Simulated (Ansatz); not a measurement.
# ClFH4Si (built from SMILES F.[SiH3]Cl): a reaction path by the nudged elastic band

What path joins these two structures, and how high does it climb? Both ends were relaxed at PBE0-D4 in triple zeta.

Method: PBE0-D4/def2-SVP; program: Ansatz 0.2.0, Gaussian basis.

23 further runs of the same task are left out: 1 that didn't finish, 22 set aside as unsound or not needed.

### 1 Where the work starts

The first end: 7 atoms, charge 0, spin multiplicity 1.

Atoms are counted from 1 here; the program's logs count them from 0.

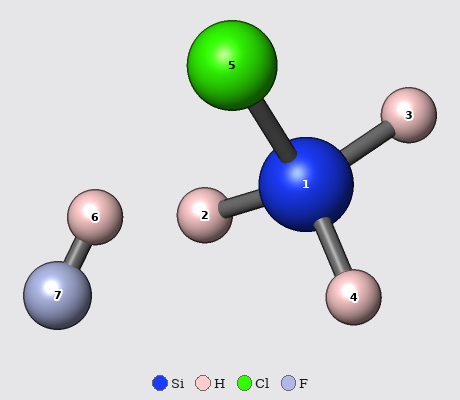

As it starts; silicon blue, hydrogen pink, chlorine green, fluorine light blue; atoms are numbered from 1 in the order of the file.

Coordinates:

```tsv
atom	x (Å)	y (Å)	z (Å)
Si1	-0.4715	-0.5707	0.6526
H2	0.7194	-1.4097	0.4061
H3	-1.1226	-0.9240	1.9331
H4	-1.4280	-0.6337	-0.4718
Cl5	0.1669	1.3972	0.8300
H6	0.9756	1.2729	-1.2674
F7	1.1601	0.8680	-2.0825
```

The second end:

```xyz
7
ClFH4Si
Si   -0.92290    0.47400    0.23272
H     2.42605   -1.79599   -0.54907
H    -0.41570   -0.56341    1.15021
H    -2.15481    0.08441   -0.47897
Cl   -1.28381    2.17326    1.29338
H     2.14882   -1.14903   -0.79800
F     0.20224    0.77667   -0.85007
```

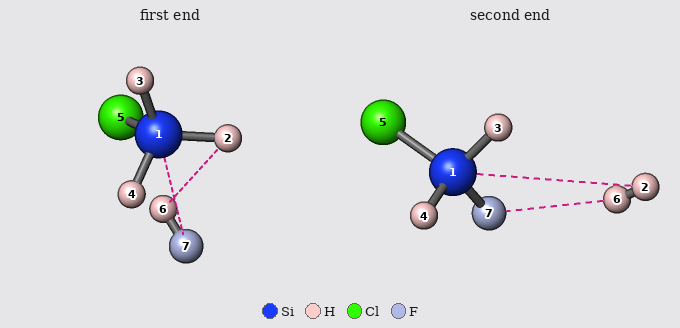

The two ends; dashed lines mark the contacts followed along the path.

### 2 The band at PBE0-D4/def2-SVP

neb/in.yaml reads:

```yaml
crystal:
  periodic: [false, false, false]
  atoms:
    - {symbol: Si, position_ang: [-0.471536, -0.570714, 0.652643]}
    - {symbol: H, position_ang: [0.719429, -1.409701, 0.406079]}
    - {symbol: H, position_ang: [-1.122586, -0.923984, 1.933099]}
    - {symbol: H, position_ang: [-1.428043, -0.633740, -0.471754]}
    - {symbol: Cl, position_ang: [0.166950, 1.397183, 0.830043]}
    - {symbol: H, position_ang: [0.975582, 1.272877, -1.267396]}
    - {symbol: F, position_ang: [1.160103, 0.867978, -2.082514]}
basis:
  gaussian: {orbitals: def2-SVP}
hamiltonian: {xc: pbe0, dispersion: d4}
neb:
  images: 5
  climbing: true
  max_iterations: 40
  initial_path: idpp
  final_atoms:
    - {symbol: Si, position_ang: [-0.922897, 0.473997, 0.232722]}
    - {symbol: H, position_ang: [2.426052, -1.795994, -0.549067]}
    - {symbol: H, position_ang: [-0.415696, -0.563407, 1.150210]}
    - {symbol: H, position_ang: [-2.154811, 0.084406, -0.478968]}
    - {symbol: Cl, position_ang: [-1.283807, 2.173259, 1.293381]}
    - {symbol: H, position_ang: [2.148816, -1.149031, -0.798005]}
    - {symbol: F, position_ang: [0.202244, 0.776670, -0.850074]}
```

The run is started by

```
ansatz run in.yaml --threads 2 --pin off --events-out ev --progress --plain --max-ram 4352MiB
```

What it wrote (excerpt; [...] marks lines left out):

```text
Functional definition: PBE0
  name "PBE0"
  cite "Adamo & Barone, J. Chem. Phys. 110, 6158 (1999) doi:10.1063/1.478522"
  cite "Perdew, Burke & Ernzerhof, Phys. Rev. Lett. 77, 3865 (1996) doi:10.1103/PhysRevLett.77.3865"
  parent pbe
[...]
707 factors; integrals over basis functions are off by at most 3.1e-4 eV
[...]
mean field -23164.55786444 eV, -851.2818000169 hartree, gradient 5.4e-5 eV, S^2 0.000000; 0 other end points of the search recorded, 0 dependent functions left out
[...]
reference -23164.55788469 eV, -851.2818007611 hartree; 22, 22 occupied and 48, 48 virtual orbitals, 707 factors
[... from here to the last solve, the lines of the solves are left out (130 solves) ...]
WARN: NEB end point (image 0): max|allowed force component| = 2.805e-1 eV/Å (the criterion of neb.relax_end_points is 1.000e-2). That is over neb.f_tol: it is no minimum, so the barrier can be far off. Relax it first
WARN: NEB end point (image 6): max|allowed force component| = 9.572e-1 eV/Å (the criterion of neb.relax_end_points is 1.000e-2). That is over neb.f_tol: it is no minimum, so the barrier can be far off. Relax it first
NEB iter   1: max|band force component| = 6.631e0 eV/Å  barrier→ = 7.5917 eV  barrier← = 8.4690 eV  Δτ_max = 0.2000 Å  (176 SCF iters)
[...]
NEB iter   5: max|band force component| = 3.664e0 eV/Å  barrier→ = 3.3212 eV  barrier← = 4.1985 eV  Δτ_max = 0.2000 Å  (129 SCF iters)
[...]
NEB iter   9: max|band force component| = 7.864e-1 eV/Å  barrier→ = 1.6882 eV  barrier← = 2.5655 eV  Δτ_max = 0.2000 Å  (118 SCF iters)
[...]
NEB iter  13: max|band force component| = 1.274e-1 eV/Å  barrier→ = 1.4031 eV  barrier← = 2.2804 eV  CI = image 3  Δτ_max = 0.0569 Å  (112 SCF iters)
[...]
NEB iter  17: max|band force component| = 3.794e-2 eV/Å  barrier→ = 1.4014 eV  barrier← = 2.2787 eV  CI = image 3  Δτ_max = 0.0266 Å  (111 SCF iters)
[...]
NEB iter  18: max|band force component| = 4.843e-2 eV/Å  barrier→ = 1.4011 eV  barrier← = 2.2784 eV  CI = image 3  CI's point: of a kind that is not told: the force calls were inconclusive, a negative curvature could not be distinguished from the path's own, the only one lies far off the [...]
WARN: NEB end point (image 6): the path dips 0.022000 eV below it before the top, so the barrier from the dip is that much higher. The path crosses a lower well, or the end point is a saddle point, which neb.relax_end_points tests for
Total energy: -23163.24661579 eV, -851.2336125177 hartree
Atom 0 at    -0.401370     0.002277     0.163788 Å, force     0.001184    -0.047349     0.016259 eV/Å
Atom 1 at     0.897391    -1.082904     0.217782 Å, force     0.006224     0.034073     0.042093 eV/Å
Atom 2 at    -0.747343    -0.498673     1.525424 Å, force    -0.007488     0.002208    -0.012280 eV/Å
Atom 3 at    -1.217592    -0.625288    -0.897396 Å, force    -0.003545     0.004654    -0.005980 eV/Å
Atom 4 at    -0.893293     2.005961     0.425311 Å, force     0.004696     0.008830     0.003823 eV/Å
Atom 5 at     1.294521    -0.385945    -0.459265 Å, force    -0.024698     0.000769    -0.060847 eV/Å
Atom 6 at     1.067585     0.584471    -0.975443 Å, force     0.023626    -0.003185     0.016933 eV/Å
Dipole moment:     0.117083    -0.395199     0.023135 e Å
```

It took 1.9 min on 2 threads of Arm Neoverse V1, shared host.

The last band:

```tsv
image	path (Å)	energy (eV)	Si1–F7 (Å)	H2–H6 (Å)	Si1–H2 (Å)	H6–F7 (Å)
0	0.00	0.000	3.49	3.17	1.48	0.93
1	1.02	0.082	3.03	2.26	1.49	0.92
2	2.03	0.314	2.74	1.54	1.51	0.93
3	3.03	1.401	1.95	1.05	1.69	1.12
4	4.22	-0.591	1.63	0.76	2.49	1.93
5	5.40	-0.899	1.62	0.76	3.58	2.59
6	6.57	-0.877	1.59	0.75	4.12	2.74
```

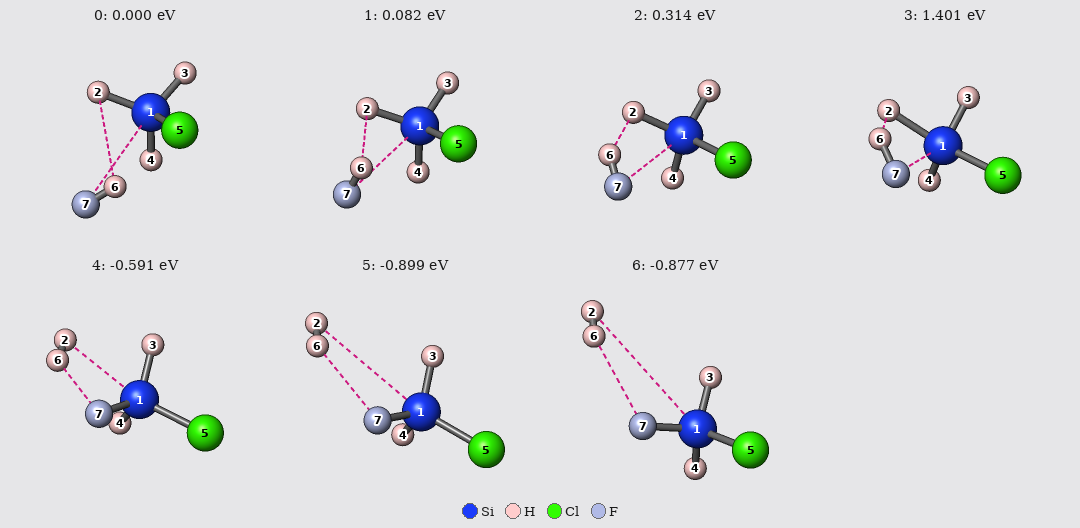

The images of the last band.

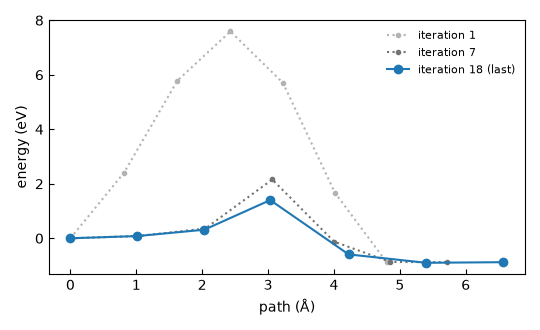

Energy along the path.

The highest image, 3:

```
Si   -0.4014    0.0023    0.1638
H     0.8974   -1.0829    0.2178
H    -0.7473   -0.4987    1.5254
H    -1.2176   -0.6253   -0.8974
Cl   -0.8933    2.0060    0.4253
H     1.2945   -0.3859   -0.4593
F     1.0676    0.5845   -0.9754
```

### 3 Outcome

| quantity | value |
| --- | --- |
| PBE0-D4/def2-SVP, 18 iterations | highest 1.401 eV (image 3), last end -0.877 eV |
| from earlier runs: barrier over the separately found saddle, CCSD(T)/def2-TZVPP | 1.676 eV |

**Reading.** The highest image lies 1.401 eV above the first end, and it climbed, so it estimates the saddle. The ends are not quite minima at this level (largest force component 0.96 eV/Å), so the heights are unreliable: relaxing the first end would lower it and raise the barrier above it. The highest image is 0.275 eV below the CCSD(T) barrier in triple zeta, which comes from separate runs on the saddle.
